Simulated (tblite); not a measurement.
Geometry relaxation of B3SiN3H5Cl3O (part 2 of 2)

Continued. System: B3SiN3H5Cl3O, SMILES Cl[Si](Cl)(Cl)OB1NBNBN1. Method: GFN2-xTB geometry optimisation, gas phase (tblite 0.8.0). 

Geometry of the input (Å):
```
N  0.6635  0.3064  0.5217
B  0.2048  1.3081  1.6095
N  -0.9184  2.3099  1.2061
B  -2.0431  1.7093  0.3121
N  -1.6008  0.7083  -0.7737
B  -0.4699  -0.2730  -0.3973
O  -0.0321  -1.2232  -1.4310
Si 1.6641  -1.5070  -1.9235
Cl 2.8943  -1.4682  -0.2218
Cl 2.2621  0.0367  -3.2827
Cl 1.7940  -3.3966  -2.9111
H  1.5081  0.5493  0.0274
H  0.1393  0.9024  2.6739
H  -0.6185  3.2513  0.9948
H  -3.0413  1.4621  0.8483
H  -1.5636  1.0858  -1.7534
```

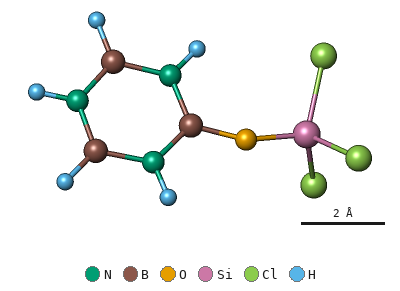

The geometry at step 84 of the log (ball-and-stick view, seen at a tilt).

Trajectory as extended XYZ, continued
```
16
Properties=species:S:1:pos:R:3:forces:R:3 step=52 energy=-949.50662
N     0.6357    0.4940    0.6605   -0.0170   0.0360  -0.0020
B     0.1262    1.4654    1.5634    0.0030  -0.0200   0.0440
N    -1.1544    2.0006    1.2802    0.0110  -0.0120  -0.0130
B    -1.9229    1.6315    0.1495   -0.0070   0.0100  -0.0230
N    -1.3504    0.6774   -0.7315   -0.0040  -0.0330   0.0280
B    -0.0838    0.0949   -0.4924    0.0100   0.0060   0.0040
O     0.4164   -0.8342   -1.3844    0.0190   0.0260   0.0000
Si    1.6833   -1.4981   -2.0774    0.0110   0.0240   0.0300
Cl    3.1390   -1.8900   -0.7316    0.0060  -0.0170   0.0090
Cl    2.4045   -0.2301   -3.4642    0.0090  -0.0040  -0.0330
Cl    1.0448   -3.1998   -2.9182   -0.0210   0.0000   0.0040
H     1.5387    0.0823    0.8410   -0.0150   0.0040  -0.0230
H     0.7405    1.8026    2.5021    0.0070  -0.0140  -0.0030
H    -1.5379    2.6818    1.9181    0.0130  -0.0140  -0.0250
H    -2.9788    2.0902   -0.0619   -0.0180   0.0140   0.0050
H    -1.8584    0.3932   -1.5543   -0.0070  -0.0060  -0.0030
16
Properties=species:S:1:pos:R:3:forces:R:3 step=56 energy=-949.50870
N     0.6391    0.5163    0.6660    0.0530  -0.0270   0.0000
B     0.1172    1.4713    1.5759   -0.0340  -0.0070  -0.0070
N    -1.1639    1.9985    1.2812   -0.0240   0.0060   0.0150
B    -1.9266    1.6270    0.1462    0.0150   0.0210   0.0070
N    -1.3442    0.6741   -0.7308   -0.0450   0.0020  -0.0180
B    -0.0703    0.1092   -0.4889   -0.0260   0.0070   0.0100
O     0.4473   -0.8166   -1.3700   -0.0040   0.0120  -0.0410
Si    1.6898   -1.5035   -2.0803    0.0070  -0.0080  -0.0630
Cl    3.1610   -1.9259   -0.7646    0.0080  -0.0170   0.0260
Cl    2.4151   -0.2504   -3.4837   -0.0170  -0.0370   0.0080
Cl    0.9984   -3.1948   -2.9131    0.0120   0.0580   0.0320
H     1.5445    0.1091    0.8431    0.0060   0.0080   0.0010
H     0.7222    1.7996    2.5212    0.0150   0.0140   0.0340
H    -1.5558    2.6738    1.9202    0.0000  -0.0070  -0.0280
H    -2.9840    2.0859   -0.0665    0.0200  -0.0190  -0.0020
H    -1.8472    0.3879   -1.5571    0.0150  -0.0050   0.0280
16
Properties=species:S:1:pos:R:3:forces:R:3 step=60 energy=-949.50984
N     0.6408    0.5185    0.6669   -0.0240   0.0110   0.0080
B     0.1129    1.4687    1.5803    0.0190   0.0010   0.0040
N    -1.1675    1.9964    1.2826    0.0110  -0.0090   0.0040
B    -1.9268    1.6275    0.1453    0.0000  -0.0140   0.0050
N    -1.3481    0.6700   -0.7291    0.0320   0.0040   0.0200
B    -0.0696    0.1118   -0.4889    0.0170  -0.0020   0.0010
O     0.4583   -0.8042   -1.3752   -0.0100   0.0210  -0.0220
Si    1.6964   -1.5028   -2.0837   -0.0130   0.0270   0.0360
Cl    3.1682   -1.9371   -0.7680   -0.0260   0.0010  -0.0040
Cl    2.4201   -0.2613   -3.4924    0.0140  -0.0030  -0.0230
Cl    0.9838   -3.1852   -2.9055   -0.0030  -0.0190  -0.0040
H     1.5490    0.1177    0.8428    0.0090  -0.0050  -0.0060
H     0.7187    1.7978    2.5281   -0.0230  -0.0060  -0.0130
H    -1.5605    2.6737    1.9177   -0.0050   0.0090   0.0010
H    -2.9822    2.0881   -0.0680   -0.0030  -0.0070  -0.0110
H    -1.8509    0.3819   -1.5540    0.0040  -0.0090   0.0040
16
Properties=species:S:1:pos:R:3:forces:R:3 step=64 energy=-949.51061
N     0.6454    0.5287    0.6724    0.0100  -0.0090   0.0040
B     0.1081    1.4719    1.5874   -0.0070   0.0010  -0.0030
N    -1.1741    1.9937    1.2867   -0.0020   0.0050  -0.0040
B    -1.9272    1.6230    0.1457   -0.0050   0.0020   0.0020
N    -1.3402    0.6702   -0.7266   -0.0130  -0.0040  -0.0020
B    -0.0593    0.1205   -0.4856    0.0030   0.0120  -0.0050
O     0.4708   -0.7854   -1.3781    0.0120   0.0040  -0.0020
Si    1.6976   -1.5018   -2.0856    0.0000  -0.0100  -0.0310
Cl    3.1729   -1.9600   -0.7847   -0.0210   0.0130   0.0150
Cl    2.4261   -0.2790   -3.5092    0.0110  -0.0030  -0.0060
Cl    0.9585   -3.1785   -2.8999   -0.0020  -0.0130   0.0000
H     1.5565    0.1324    0.8453    0.0000   0.0100   0.0130
H     0.7044    1.7997    2.5398    0.0040   0.0030   0.0090
H    -1.5745    2.6705    1.9181    0.0130  -0.0060   0.0070
H    -2.9822    2.0802   -0.0757   -0.0100  -0.0050   0.0010
H    -1.8401    0.3756   -1.5511    0.0060   0.0020   0.0020
16
Properties=species:S:1:pos:R:3:forces:R:3 step=68 energy=-949.51133
N     0.6471    0.5285    0.6751    0.0090   0.0200  -0.0150
B     0.1067    1.4706    1.5896   -0.0040  -0.0070   0.0080
N    -1.1741    1.9935    1.2864   -0.0120   0.0080   0.0030
B    -1.9296    1.6208    0.1480   -0.0030  -0.0040  -0.0100
N    -1.3407    0.6673   -0.7220    0.0090   0.0040  -0.0100
B    -0.0546    0.1268   -0.4873   -0.0030  -0.0170   0.0020
O     0.4781   -0.7681   -1.3896    0.0110   0.0060  -0.0050
Si    1.6977   -1.4992   -2.0947   -0.0080  -0.0260  -0.0020
Cl    3.1598   -1.9601   -0.7787   -0.0100   0.0130   0.0000
Cl    2.4379   -0.2892   -3.5228    0.0050  -0.0160   0.0010
Cl    0.9511   -3.1819   -2.8945    0.0070   0.0220   0.0040
H     1.5613    0.1400    0.8479    0.0010  -0.0090   0.0040
H     0.6974    1.7962    2.5468    0.0080   0.0010  -0.0030
H    -1.5711    2.6711    1.9183   -0.0090   0.0080   0.0160
H    -2.9857    2.0750   -0.0774    0.0040  -0.0050   0.0190
H    -1.8387    0.3702   -1.5463   -0.0060   0.0020  -0.0120
16
Properties=species:S:1:pos:R:3:forces:R:3 step=72 energy=-949.51165
N     0.6507    0.5364    0.6767   -0.0030  -0.0030   0.0010
B     0.1027    1.4720    1.5938    0.0020   0.0080  -0.0080
N    -1.1791    1.9927    1.2888    0.0050  -0.0050   0.0060
B    -1.9302    1.6180    0.1475    0.0080   0.0020   0.0090
N    -1.3358    0.6680   -0.7230   -0.0060   0.0040  -0.0010
B    -0.0484    0.1305   -0.4862    0.0000   0.0150  -0.0080
O     0.4892   -0.7583   -1.3906   -0.0070  -0.0020   0.0000
Si    1.6975   -1.5032   -2.0997    0.0040   0.0150   0.0080
Cl    3.1576   -1.9675   -0.7846    0.0090   0.0020   0.0110
Cl    2.4425   -0.3018   -3.5323    0.0060  -0.0140  -0.0040
Cl    0.9373   -3.1797   -2.8938   -0.0070  -0.0100  -0.0090
H     1.5650    0.1488    0.8530   -0.0090   0.0010  -0.0030
H     0.6914    1.7984    2.5521    0.0040  -0.0030  -0.0020
H    -1.5783    2.6687    1.9222   -0.0070  -0.0120  -0.0070
H    -2.9874    2.0691   -0.0769   -0.0040  -0.0060   0.0080
H    -1.8323    0.3693   -1.5480    0.0030   0.0070  -0.0010
16
Properties=species:S:1:pos:R:3:forces:R:3 step=76 energy=-949.51199
N     0.6526    0.5435    0.6764    0.0020  -0.0110  -0.0010
B     0.1018    1.4747    1.5956    0.0060  -0.0050   0.0090
N    -1.1815    1.9900    1.2920   -0.0040   0.0090  -0.0110
B    -1.9301    1.6154    0.1497   -0.0260  -0.0070  -0.0040
N    -1.3333    0.6699   -0.7236    0.0040   0.0120  -0.0060
B    -0.0434    0.1386   -0.4883    0.0010   0.0040  -0.0080
O     0.4972   -0.7454   -1.3951   -0.0140  -0.0020  -0.0050
Si    1.6976   -1.5034   -2.1022    0.0070  -0.0260  -0.0010
Cl    3.1529   -1.9690   -0.7819    0.0070  -0.0040   0.0050
Cl    2.4526   -0.3216   -3.5444    0.0070   0.0010  -0.0070
Cl    0.9255   -3.1787   -2.8939    0.0040   0.0170   0.0150
H     1.5658    0.1558    0.8553    0.0130  -0.0040  -0.0080
H     0.6879    1.7967    2.5567    0.0080   0.0060   0.0020
H    -1.5851    2.6641    1.9235   -0.0070   0.0000   0.0190
H    -2.9909    2.0601   -0.0707   -0.0030  -0.0010   0.0030
H    -1.8271    0.3709   -1.5500   -0.0070   0.0100  -0.0010
16
Properties=species:S:1:pos:R:3:forces:R:3 step=80 energy=-949.51238
N     0.6500    0.5381    0.6696    0.0010   0.0040  -0.0020
B     0.1056    1.4715    1.5917   -0.0040  -0.0070  -0.0060
N    -1.1773    1.9923    1.2918    0.0040  -0.0100   0.0030
B    -1.9324    1.6158    0.1539    0.0030   0.0010   0.0050
N    -1.3390    0.6730   -0.7247    0.0060   0.0070  -0.0020
B    -0.0483    0.1399   -0.4966   -0.0020  -0.0070   0.0050
O     0.4881   -0.7433   -1.4084    0.0110   0.0080  -0.0030
Si    1.6997   -1.5016   -2.0992   -0.0030   0.0220   0.0110
Cl    3.1460   -1.9501   -0.7624   -0.0010  -0.0080  -0.0010
Cl    2.4679   -0.3307   -3.5451   -0.0020   0.0000   0.0090
Cl    0.9363   -3.1786   -2.8898   -0.0030  -0.0160   0.0080
H     1.5619    0.1460    0.8472    0.0030   0.0030  -0.0120
H     0.6974    1.7896    2.5514   -0.0050   0.0040  -0.0110
H    -1.5805    2.6650    1.9260    0.0130  -0.0130   0.0060
H    -2.9943    2.0599   -0.0586   -0.0180   0.0010  -0.0050
H    -1.8387    0.3747   -1.5478   -0.0020   0.0110  -0.0070
16
Properties=species:S:1:pos:R:3:forces:R:3 step=84 energy=-949.51283
N     0.6534    0.5434    0.6657    0.0040  -0.0090  -0.0100
B     0.1056    1.4702    1.5916   -0.0030   0.0010  -0.0060
N    -1.1783    1.9888    1.2930   -0.0180  -0.0110   0.0150
B    -1.9371    1.6128    0.1574    0.0040   0.0120  -0.0040
N    -1.3366    0.6813   -0.7291   -0.0230  -0.0080   0.0050
B    -0.0446    0.1496   -0.5022   -0.0100   0.0170  -0.0110
O     0.4956   -0.7245   -1.4196   -0.0030   0.0030   0.0010
Si    1.7022   -1.5004   -2.0976   -0.0040  -0.0250  -0.0210
Cl    3.1405   -1.9524   -0.7540   -0.0020  -0.0050   0.0010
Cl    2.4819   -0.3537   -3.5555    0.0030   0.0090   0.0090
Cl    0.9265   -3.1791   -2.8796    0.0070   0.0080   0.0260
H     1.5666    0.1525    0.8412   -0.0080   0.0070  -0.0140
H     0.6941    1.7856    2.5536    0.0020   0.0060  -0.0050
H    -1.5817    2.6555    1.9329   -0.0020   0.0000   0.0120
H    -3.0063    2.0479   -0.0477    0.0300  -0.0130   0.0030
H    -1.8391    0.3840   -1.5513    0.0220   0.0080   0.0000
16
Properties=species:S:1:pos:R:3:forces:R:3 step=88 energy=-949.51366
N     0.6558    0.5490    0.6556   -0.0130   0.0250  -0.0010
B     0.1044    1.4664    1.5882    0.0100   0.0110   0.0180
N    -1.1856    1.9773    1.3037    0.0130  -0.0040   0.0030
B    -1.9429    1.6095    0.1651   -0.0010  -0.0220   0.0100
N    -1.3365    0.6947   -0.7343    0.0110  -0.0090  -0.0020
B    -0.0420    0.1665   -0.5156    0.0110  -0.0060  -0.0100
O     0.5046   -0.6963   -1.4399    0.0010  -0.0110  -0.0220
Si    1.7044   -1.5021   -2.0962    0.0020   0.0080   0.0120
Cl    3.1311   -1.9535   -0.7371   -0.0220   0.0030  -0.0120
Cl    2.5086   -0.3897   -3.5667    0.0030   0.0140   0.0090
Cl    0.9132   -3.1814   -2.8562   -0.0060  -0.0190   0.0140
H     1.5721    0.1628    0.8229   -0.0010   0.0060  -0.0030
H     0.6938    1.7860    2.5474    0.0240  -0.0040   0.0140
H    -1.5856    2.6368    1.9533   -0.0200  -0.0120  -0.0030
H    -3.0188    2.0277   -0.0290   -0.0060   0.0230  -0.0090
H    -1.8342    0.4078   -1.5622   -0.0070  -0.0020  -0.0180
16
Properties=species:S:1:pos:R:3:forces:R:3 step=92 energy=-949.51447
N     0.6572    0.5588    0.6469    0.0150  -0.0070  -0.0100
B     0.1062    1.4666    1.5896    0.0020  -0.0030  -0.0170
N    -1.1911    1.9652    1.3142   -0.0010  -0.0070  -0.0070
B    -1.9485    1.6024    0.1727    0.0110  -0.0030  -0.0080
N    -1.3371    0.7021   -0.7391    0.0040   0.0050  -0.0060
B    -0.0388    0.1805   -0.5271   -0.0040  -0.0080   0.0040
O     0.5113   -0.6733   -1.4587   -0.0070   0.0090   0.0020
Si    1.7056   -1.5019   -2.0961   -0.0130   0.0010  -0.0100
Cl    3.1198   -1.9547   -0.7275    0.0030  -0.0010   0.0170
Cl    2.5328   -0.4147   -3.5727   -0.0080   0.0060   0.0060
Cl    0.9006   -3.1868   -2.8319   -0.0020  -0.0020   0.0060
H     1.5738    0.1701    0.8079    0.0050   0.0270   0.0070
H     0.7040    1.7888    2.5438   -0.0030  -0.0140   0.0020
H    -1.5960    2.6143    1.9714   -0.0180  -0.0110  -0.0110
H    -3.0261    2.0205   -0.0215    0.0230   0.0040   0.0140
H    -1.8312    0.4238   -1.5728   -0.0050   0.0050   0.0110
16
Properties=species:S:1:pos:R:3:forces:R:3 step=96 energy=-949.51502
N     0.6620    0.5687    0.6355    0.0010   0.0080   0.0130
B     0.1076    1.4646    1.5874   -0.0040  -0.0040   0.0070
N    -1.1944    1.9540    1.3206   -0.0020   0.0060  -0.0020
B    -1.9504    1.5962    0.1777   -0.0010   0.0050  -0.0080
N    -1.3341    0.7129   -0.7465   -0.0010  -0.0060   0.0080
B    -0.0340    0.1940   -0.5397    0.0110   0.0180   0.0000
O     0.5199   -0.6466   -1.4800    0.0020  -0.0180   0.0010
Si    1.7063   -1.5024   -2.0966   -0.0100  -0.0020   0.0170
Cl    3.1067   -1.9582   -0.7123   -0.0090   0.0120   0.0010
Cl    2.5503   -0.4404   -3.5803   -0.0020  -0.0010  -0.0010
Cl    0.8868   -3.1919   -2.8064   -0.0020   0.0050  -0.0030
H     1.5813    0.1880    0.7966    0.0260   0.0010  -0.0130
H     0.7038    1.7811    2.5450   -0.0010  -0.0150  -0.0100
H    -1.6068    2.5940    1.9818   -0.0040  -0.0100   0.0080
H    -3.0321    2.0066   -0.0034   -0.0010   0.0080  -0.0080
H    -1.8304    0.4410   -1.5805   -0.0040  -0.0080  -0.0080
16
Properties=species:S:1:pos:R:3:forces:R:3 step=100 energy=-949.51532
N     0.6650    0.5715    0.6340    0.0090   0.0020  -0.0200
B     0.1077    1.4640    1.5874    0.0020  -0.0080  -0.0060
N    -1.1950    1.9521    1.3208   -0.0020  -0.0070   0.0040
B    -1.9500    1.5962    0.1764   -0.0020   0.0070   0.0020
N    -1.3335    0.7135   -0.7481    0.0010   0.0140  -0.0030
B    -0.0316    0.1981   -0.5415   -0.0120  -0.0140   0.0020
O     0.5177   -0.6480   -1.4796   -0.0010   0.0020   0.0090
Si    1.7045   -1.5040   -2.0942    0.0010   0.0040  -0.0110
Cl    3.1034   -1.9572   -0.7090    0.0030   0.0080   0.0090
Cl    2.5483   -0.4394   -3.5780   -0.0070  -0.0150   0.0090
Cl    0.8854   -3.1943   -2.8022    0.0000   0.0070  -0.0060
H     1.5870    0.1937    0.7910   -0.0080   0.0130  -0.0080
H     0.7058    1.7770    2.5439   -0.0040   0.0000   0.0130
H    -1.6117    2.5860    1.9853    0.0070  -0.0050   0.0050
H    -3.0316    2.0082   -0.0029    0.0020   0.0020  -0.0130
H    -1.8288    0.4441   -1.5842    0.0120  -0.0080   0.0160
16
Properties=species:S:1:pos:R:3:forces:R:3 step=104 energy=-949.51585
N     0.6722    0.5835    0.6191    0.0010   0.0150   0.0010
B     0.1080    1.4568    1.5862    0.0060   0.0100   0.0010
N    -1.1989    1.9395    1.3294   -0.0060  -0.0100  -0.0030
B    -1.9530    1.5943    0.1810   -0.0050  -0.0050  -0.0050
N    -1.3324    0.7228   -0.7515   -0.0070   0.0040  -0.0050
B    -0.0277    0.2120   -0.5542   -0.0100   0.0060   0.0050
O     0.5221   -0.6257   -1.4993   -0.0060   0.0040  -0.0040
Si    1.7045   -1.5029   -2.0920   -0.0150  -0.0240   0.0050
Cl    3.0847   -1.9456   -0.6848    0.0090   0.0000   0.0050
Cl    2.5696   -0.4745   -3.5857    0.0040   0.0040  -0.0090
Cl    0.8710   -3.1952   -2.7810    0.0080   0.0090  -0.0010
H     1.6003    0.2178    0.7658   -0.0010  -0.0010   0.0040
H     0.7061    1.7607    2.5457   -0.0070   0.0030   0.0120
H    -1.6202    2.5616    2.0022    0.0190  -0.0080   0.0070
H    -3.0370    2.0037    0.0053    0.0200  -0.0050  -0.0080
H    -1.8268    0.4528   -1.5873   -0.0130   0.0000  -0.0040
16
Properties=species:S:1:pos:R:3:forces:R:3 step=108 energy=-949.51606
N     0.6746    0.5896    0.6140    0.0020  -0.0030  -0.0030
B     0.1092    1.4565    1.5857    0.0010  -0.0010  -0.0020
N    -1.1999    1.9344    1.3314    0.0030   0.0020   0.0050
B    -1.9535    1.5940    0.1813    0.0060   0.0000   0.0030
N    -1.3330    0.7260   -0.7541   -0.0010  -0.0080  -0.0010
B    -0.0282    0.2158   -0.5571    0.0060   0.0040  -0.0080
O     0.5202   -0.6235   -1.5022    0.0010  -0.0010   0.0020
Si    1.7024   -1.5051   -2.0895    0.0080   0.0100   0.0030
Cl    3.0837   -1.9423   -0.6803   -0.0040  -0.0010  -0.0010
Cl    2.5734   -0.4803   -3.5842   -0.0060  -0.0050   0.0010
Cl    0.8692   -3.1966   -2.7762    0.0020  -0.0060  -0.0040
H     1.6034    0.2245    0.7585    0.0000   0.0000   0.0020
H     0.7056    1.7566    2.5479   -0.0070   0.0040   0.0020
H    -1.6195    2.5524    2.0086   -0.0030   0.0010   0.0050
H    -3.0360    2.0041    0.0042   -0.0010   0.0040  -0.0010
H    -1.8290    0.4556   -1.5890   -0.0060   0.0020  -0.0020
16
Properties=species:S:1:pos:R:3:forces:R:3 step=109 energy=-949.51608
N     0.6749    0.5897    0.6136    0.0000  -0.0010  -0.0050
B     0.1096    1.4564    1.5856    0.0010  -0.0040  -0.0010
N    -1.1997    1.9339    1.3316    0.0010   0.0030   0.0010
B    -1.9533    1.5939    0.1813    0.0010   0.0000   0.0010
N    -1.3332    0.7260   -0.7544    0.0000  -0.0040   0.0020
B    -0.0282    0.2161   -0.5575    0.0030   0.0020  -0.0070
O     0.5196   -0.6233   -1.5027    0.0040  -0.0020   0.0010
Si    1.7023   -1.5049   -2.0892    0.0040   0.0040   0.0020
Cl    3.0827   -1.9414   -0.6790   -0.0030  -0.0010  -0.0020
Cl    2.5732   -0.4807   -3.5842   -0.0040  -0.0040   0.0000
Cl    0.8697   -3.1970   -2.7762    0.0040  -0.0020  -0.0020
H     1.6038    0.2248    0.7581   -0.0010  -0.0010   0.0000
H     0.7056    1.7564    2.5479   -0.0060   0.0040   0.0010
H    -1.6193    2.5515    2.0092   -0.0030   0.0020   0.0040
H    -3.0358    2.0044    0.0040    0.0020   0.0030   0.0010
H    -1.8295    0.4558   -1.5893   -0.0030   0.0020   0.0010
```

Key numbers

- outcome: converged
- total energy: −949.5161 eV
- wall time: 11 s
- peak memory: 0.18 GiB
